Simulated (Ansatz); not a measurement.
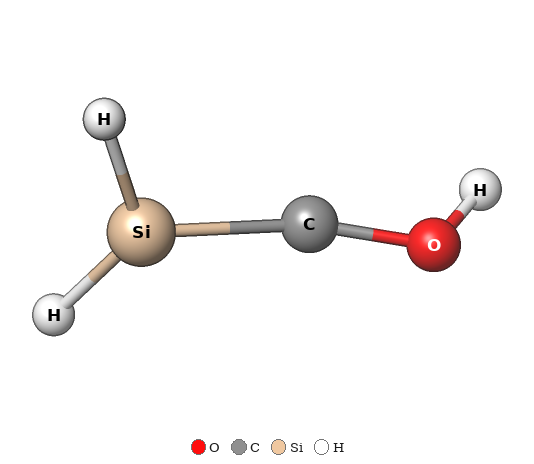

The picture comes from a calculation with Ansatz.

The picture shows a molecular structure as a ball-and-stick model. Every bond is drawn as one stick, whatever its order.

State: charge +1, singlet.

Description:

It has 6 atoms: 1 carbon, 3 hydrogen, 1 oxygen and 1 silicon (CH3OSi(+)). Its SMILES string is `O[C+]=[SiH2]`. It has no ring. Among its groups: Si–H bond. This geometry has Cs symmetry. Coordination, clear cases only: 1 O bent.
